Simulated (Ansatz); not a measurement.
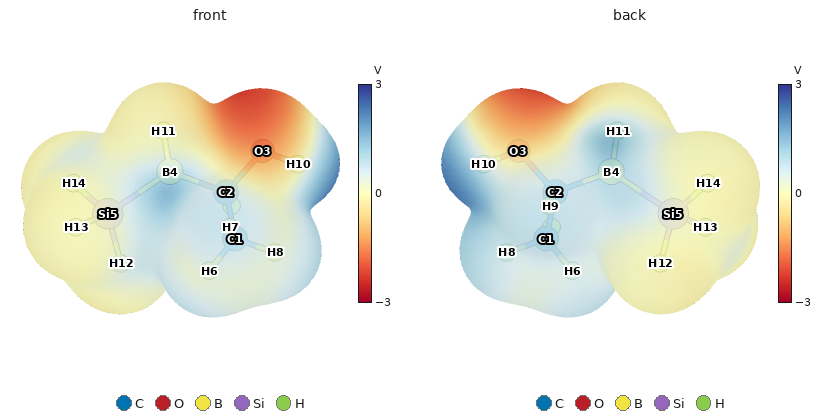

Figure 1: C₂H₉BOSi (SMILES CC(O)B[SiH3]). The molecular electrostatic potential painted on the density surface at 0.002 e/bohr³, seen from the front and from behind; the colour scale runs from red (negative) to blue (positive).

Theory: RKS r2SCAN/6-31G (Ansatz).

Input

```
crystal:
  periodic: [false, false, false]
  atoms:
    - { symbol: C, position_ang: [-1.3055, 0.2517, -0.956] }
    - { symbol: C, position_ang: [-0.5777, -0.7947, -0.2336] }
    - { symbol: O, position_ang: [-1.5129, -1.7137, 0.2966] }
    - { symbol: B, position_ang: [0.3946, -0.1524, 0.9338] }
    - { symbol: Si, position_ang: [1.8196, 1.002, 0.516] }
    - { symbol: H, position_ang: [-0.6606, 1.0308, -1.4565] }
    - { symbol: H, position_ang: [-1.9908, 0.8493, -0.2621] }
    - { symbol: H, position_ang: [-1.9439, -0.1481, -1.7652] }
    - { symbol: H, position_ang: [0.102, -1.2812, -0.9213] }
    - { symbol: H, position_ang: [-2.21434, -1.82755, -0.43202] }
    - { symbol: H, position_ang: [0.1135, -0.47, 2.0825] }
    - { symbol: H, position_ang: [2.78, 0.3144, -0.3316] }
    - { symbol: H, position_ang: [1.2765, 2.2472, -0.1545] }
    - { symbol: H, position_ang: [2.4702, 1.3953, 1.8007] }
basis:
  gaussian: { orbitals: "6-31G" }
hamiltonian:
  xc: r2scan
relax:
  f_tol: 0.015
  max_steps: 40
output:
  orbitals: {}
```

Launched as:

```sh
ansatz run input.yaml --threads 1 --pin off --max-ram 2048MiB --backend cpu --events-out ev --progress --plain --runs-dir out
```

The fields are those of the run's last geometry, not of the input's.

Q: Describe the electrostatic potential map.

A: The most negative region (about −2.2 V, or −51 kcal/mol for a unit charge) lies over O3, the most positive (about +2.3 V, or +53 kcal/mol for a unit charge) over H10. O3 is the likeliest acceptor of a hydrogen bond.
